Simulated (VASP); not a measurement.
Band structure of Al₂Pd₂ (ordered alloy cell). Level of theory: PBEsol GGA, VASP's PBE PAW potentials (set 64) (plane waves; VASP).

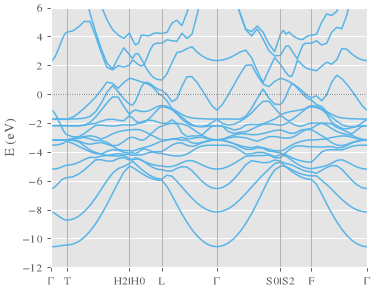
Figure. Bands along high-symmetry lines, zero at the valence-band maximum or, without a gap, the Fermi level

Problem. Read the plot: is there a gap, and where are the band edges?

Solution. It has no gap at this level: it comes out as a metal or semimetal. (Edges off the drawn lines would not show.)

The structure was generated: Al2Pd2 was put into an ordered model structure (R-3m), which need not be its known phase. It was relaxed first.
